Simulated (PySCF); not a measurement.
**C$_{2}$H$_{6}$AlFO$_{4}$: density, localisation and related maps**

Input file:

```
{"job": {"kind": "nmr", "xc": "PBE0", "basis": "pcSseg-1"}, "charge": 0, "multiplicity": 1}
C     -0.584952    -1.623785    -0.441680
O     -0.719433    -0.428342    -0.659748
Al    -0.918231     1.440883    -0.181867
O     -0.371386     2.297696    -1.561167
O      0.108527     1.361204     1.214509
O      0.439868    -2.175508     0.113575
C      1.533560    -1.329364     0.521686
F     -2.494986     1.627163     0.182397
H     -1.337968    -2.368012    -0.755093
H     -1.025204     2.616057    -2.185829
H     -0.029977     1.970469     1.942714
H      1.154883    -0.476973     1.109875
H      2.203690    -1.978674     1.093256
H      2.042021    -0.949313    -0.375745
```

Command:

```sh
OMP_NUM_THREADS=1 python cluster_run.py task.json out
```

Geometry: PBE0-D3(BJ)/def2-SVP.

The calculation used PBE0/pcSseg-1, SCF density, gas phase, non-relativistic in PySCF 2.14.0.

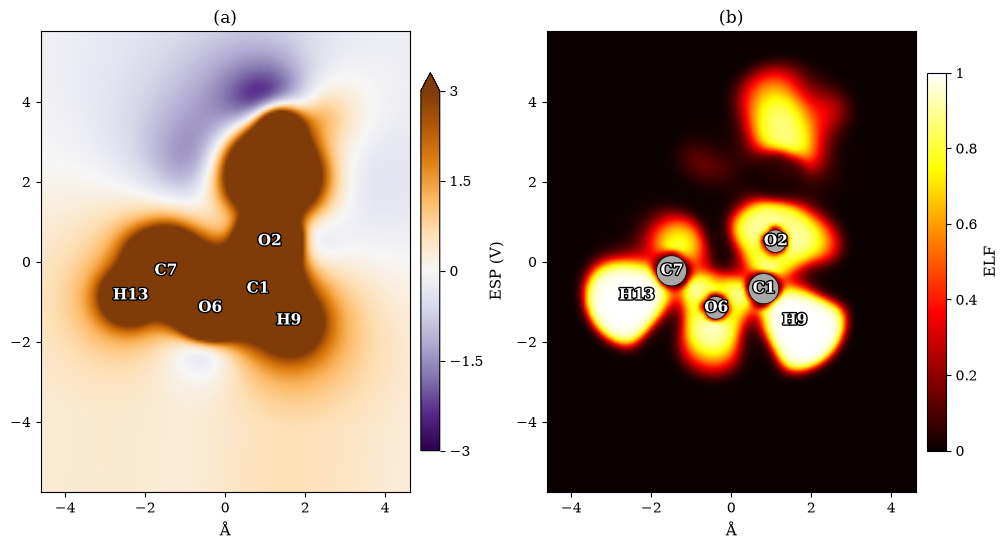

Figure 1. (a) electrostatic potential; (b) ELF on the plane of atoms C1, O6 and C7. Grey discs cover the atomic cores in the ELF map.

What do the fields say about this system?

Atoms in the plane: C, O and H.
C–O (1.22 Å): the ELF peaks at about 0.85 between the atoms: a short, multiple covalent bond.
C–O (1.29 Å): the ELF peaks at about 0.90 between the atoms (a short, strongly polar bond).
C–H (1.09 Å): the ELF climbs to about 1 towards the hydrogen, as it does in any bond to H; an ordinary covalent bond to hydrogen.
The ELF also peaks beside O6 and O2, away from the bonds: lone-pair regions.
Outside the dense part of the molecule the potential is most negative (−2.3 V) near O4, which lies off the plane.

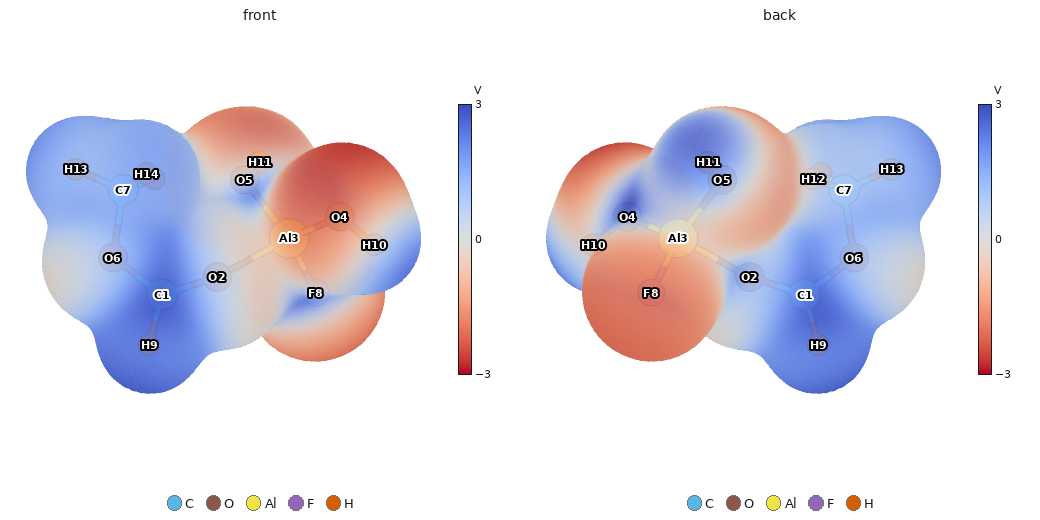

Figure 2. The electrostatic potential painted on the density surface at 0.004 e/bohr³, seen from the front and from behind; the colour scale runs from red (negative) to blue (positive).

Describe the electrostatic potential map.

The most negative region (about −2.6 V) lies over O4, the most positive (about +2.7 V) over C1, Al3 and H9. O4 is the likeliest acceptor of a hydrogen bond.
